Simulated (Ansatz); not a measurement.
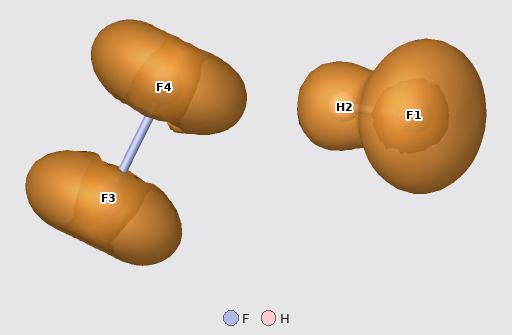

Figure. HF···F2. Isosurface of the electron localisation function at 0.75 (orange), seen at a tilt. Core shells and regions of very low density are left out.

Geometry: rigid move from PBE0-D4/def2-TZVP.

These are results of Ansatz 0.2.0, RKS PBE0-D4/def2-TZVPPD, not measurements.

```xyz
4

F     0.2152    0.1461   -1.8438
H    -0.0017   -0.0309   -0.9660
F     0.2875    0.3312    2.0350
F    -0.5391   -0.4669    1.2774
```

Q: What do the ELF domains correspond to?

A: The surface consists of two regions wrapped around F (its lone pairs, merged into a ring or cap) and one joined region spread over several atoms (F, H), in which their bonds and any lone pairs are merged. Profiles from the grid: F4···H2 (2.35 Å): the ELF dips to about 0 between them (a closed-shell contact with the geometry of a hydrogen bond). F–F (1.38 Å): the ELF peaks at about 0.65 between the atoms.
